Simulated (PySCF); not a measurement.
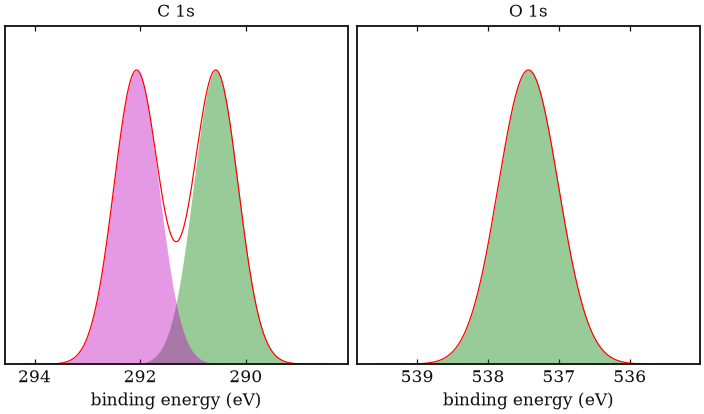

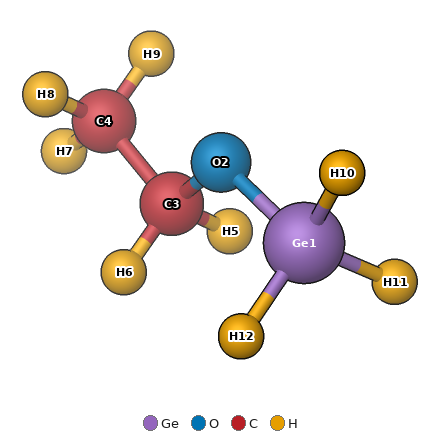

Simulated XPS of C₂H₈GeO, singlet. Vertical core-electron binding energies by ΔSCF (SCAN, pcX-2 on the ionised atom (unc-x2c-TZVPall on a metal), pcseg-1 elsewhere, spin-free X2C; PySCF 2.14.0, at a PBE0-D3(BJ)/def2-SVP geometry (no frequency check)), gas phase, against the vacuum level. One atom of each kind was ionised; within a panel, areas follow the number of like atoms, each panel is scaled alone, Gaussians of 1.0 eV full width. Only the regions named are shown.

### Which atoms give which peak?

```tsv
level	atoms	binding energy (eV)
C 1s	C3	292.1
C 1s	C4	290.6
O 1s	O2	537.4
```

### How large is the chemical shift across the C 1s region?

1.5 eV, from C4 at 290.6 eV to C3 at 292.1 eV.

Caveats: one conformer of a flexible molecule.
